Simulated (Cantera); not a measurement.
Feed: 1 mol CH3SiCl3, 680 mol H2, at 750 Torr.

Equilibrium computed with Cantera from the NASA thermochemical tables; the gas is ideal and each condensed phase is pure. Candidate condensed phases: C, C6H6, C7H8, C8H18, Si, SiC; 109 gas species. The feed counts by its element totals alone. The tables' values for SiCl are old estimates; treat these amounts as uncertain. Gases not in the tables: Si2H6 and higher silanes. The numbers say what is thermodynamically allowed, not how fast it happens.

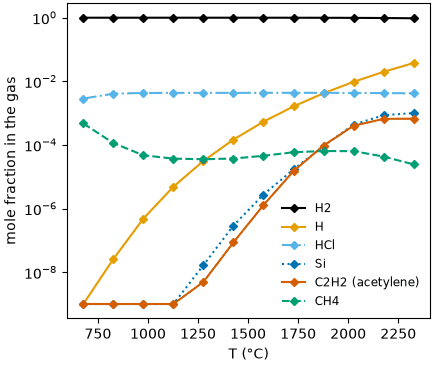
Equilibrium gas composition (values under 1e-9 drawn at 1e-9)

From 677 °C to 2027 °C the condensed part is SiC(s). From 2177 °C to 2327 °C nothing is condensed. The main Si-bearing gas is SiHCl3 at 677 °C and Si at 2327 °C.
